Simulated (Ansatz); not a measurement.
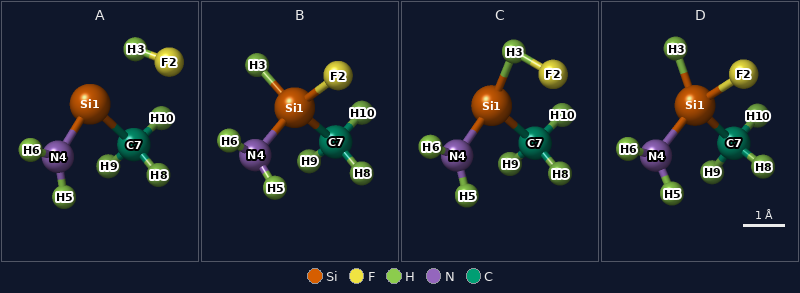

4 geometries from a converged minimum-energy path of CH$_{6}$FNSi, shuffled. Style: ball-and-stick. Shown from a free direction.

Computed with RKS PBE-D4/cc-pVDZ (Ansatz 0.2.0). Set-up: 7 movable images; climbing image; force threshold 0.05 eV/Å; iteration limit 60; starting path through a guess of the saddle point.

Question: One of them is the converged climbing image. Which?

Answer: C. In order along the path, whose images run from 0 to 8: B (image 0, 0.0 kcal/mol), D (image 3, +17.0 kcal/mol), C (image 5, +66.8 kcal/mol), A (image 7, +60.3 kcal/mol). Breaking: Si1–F2 (1.68 → 2.10 at the top → 2.70 Å), Si1–H3 (1.50 → 1.64 at the top → 2.13 Å). Forming: F2–H3 (2.54 → 1.21 at the top → 0.97 Å).

Cost: 54 s on 2 threads of AMD EPYC 9R45 96-Core Processor (Zen 5), on a shared host, peak memory 0.15 GiB.
